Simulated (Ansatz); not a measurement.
Input

```
crystal:
  periodic: [false, false, false]
  atoms:
    - symbol: C
      position_ang: [-1.082156, 1.657554, 0.508677]
    - symbol: Br
      position_ang: [-4.243911, 0.345374, -0.265649]
    - symbol: Si
      position_ang: [-2.953229, 1.902359, 0.697360]
    - symbol: Si
      position_ang: [-1.516990, 1.375563, 2.364821]
    - symbol: H
      position_ang: [-3.496058, 3.258167, 0.434368]
    - symbol: H
      position_ang: [-0.482385, 2.540410, 0.245529]
    - symbol: H
      position_ang: [-0.743243, 0.770503, -0.044180]
    - symbol: H
      position_ang: [-1.014538, 2.385747, 3.332711]
    - symbol: H
      position_ang: [-1.389745, -0.022516, 2.847960]
basis:
  gaussian:
    orbitals: def2-TZVPD
hamiltonian:
  xc: pbe0
output:
  forces: true
  orbitals: {seedname: orbitals}
```

Command:

```sh
ansatz run input.yaml --threads 2 --pin off --max-ram 4350MiB --events-out events.jsonl --progress --plain --runs-dir runs
```

Geometry: B3LYP-D3(BJ)/def2-SVP.

These are results of Ansatz, isolated molecule in a Gaussian basis; Kohn-Sham density functional theory, functional PBE0, not measurements.

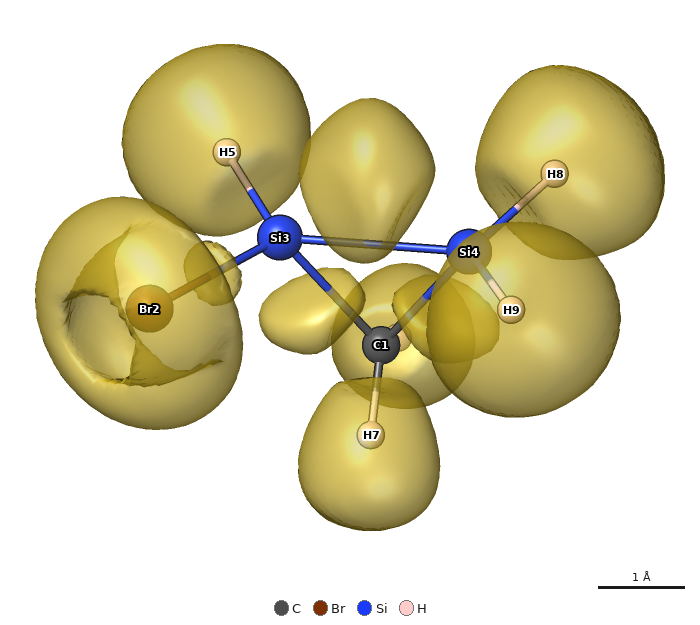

CH5BrSi2. Isosurface of the ELF at 0.8 (yellow), seen from one side. Core shells and regions of very low density are left out.

### Describe the localisation domains.

At this value the surface marks out one region between bonded Br–Si atoms (shared pairs), two regions between bonded C–Si atoms (shared pairs), five regions around hydrogen nuclei, one region on Si in which the atom's valence shell and bonds are merged and one ring or bowl of non-bonding electrons around Br.

Values along the shortest contacts:
C–Si (1.90 Å): the ELF peaks at about 0.90 between the atoms, as expected for a covalent bond. Si–Br (2.24 Å): the ELF peaks at about 0.85 between the atoms, as expected for a polar covalent bond.
